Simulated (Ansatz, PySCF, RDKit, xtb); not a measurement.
# InH2O+: a search for the lowest isomer

Given the formula InH2O+ (charge +1) and nothing else, which arrangement of the atoms is the most stable in the gas at 600 K, and what are its properties?

The funnel: GFN2-xTB relaxations, single points with a density functional, relaxations at B3LYP-D3(BJ)/def2-SVP, harmonic vibrations, and a last energy at a higher level. All values are calculated.

6 further runs of the same task are left out: 6 set aside as unsound or not needed.

## Step 1: Drawing up candidates

All bonding patterns within simple valence rules are listed by program: one Lewis structure each, at most two rings and one unusual centre or charged pair. O–O, O–halogen and N–halogen bonds and N–N–N chains are not drawn. That gives 3 candidates.

| label | SMILES | spin |
| --- | --- | --- |
| c227 | [OH][InH+] | singlet |
| c372 | [OH2+][In] | triplet |
| c707 | [OH2+][In] | singlet |

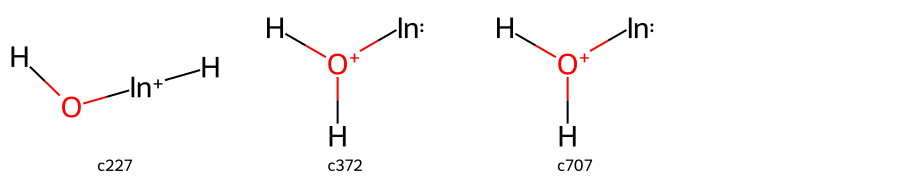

Structural formulas of the candidates.

Candidates are built by distance geometry, with a force field where one applies, in up to four conformers (letters a to d). 10 starts with atoms placed at random are added, to find patterns that the rules miss.

**Question.** With final energies at CCSD(T)/def2-TZVPP, which structure will this search put lowest in free energy, and by what margin?

| quantity | value |
| --- | --- |
| lowest structure found | [OH2+][In], singlet, C2v |
| next finalist | [OH][InH+], singlet, 55.3 kcal/mol higher in G |
| share at equilibrium, among the finalists | 100.0 % |
| harmonic wavenumbers, lowest and highest (B3LYP-D3(BJ)/def2-SVP) | 243 and 3829 cm⁻¹ |
| rotational constants, same geometry | 13.97, 0.1687, 0.1666 cm⁻¹ |
| HOMO energy (PBE0/def2-TZVPD) | -14.00 eV |
| LUMO energy (PBE0/def2-TZVPD) | -6.78 eV |
| HOMO–LUMO gap (PBE0/def2-TZVPD) | 7.22 eV |
| lowest excitation (TD-B3LYP/def2-SVPD) | 6.92 eV (f = 0.362) |
| strongest of the states computed, same level | 7.84 eV (f = 0.710) |
| lowest triplet excitation, same level, Tamm-Dancoff | 4.85 eV |
| vertical ionisation energy | 16.56 eV |
| vertical recombination energy (electron added) | 4.92 eV |
| vertical triplet less singlet | +4.67 eV |

The search ends on `[OH2+][In]`. The margin of 55.3 kcal/mol over the next finalist is beyond the usual error of the last level; it says nothing of structures that weren't ranked. HF/STO-3G, r2SCAN-D4/def2-SVP, B3LYP-D3(BJ)/def2-SVP, HF/def2-TZVPP and MP2/def2-TZVPP already put its bonding pattern lowest among the structures in one piece. Spin-orbit coupling, which matters for elements this heavy, is left out. Lowest found is not proven lowest: the search is finite, and each finalist counts with one conformer.
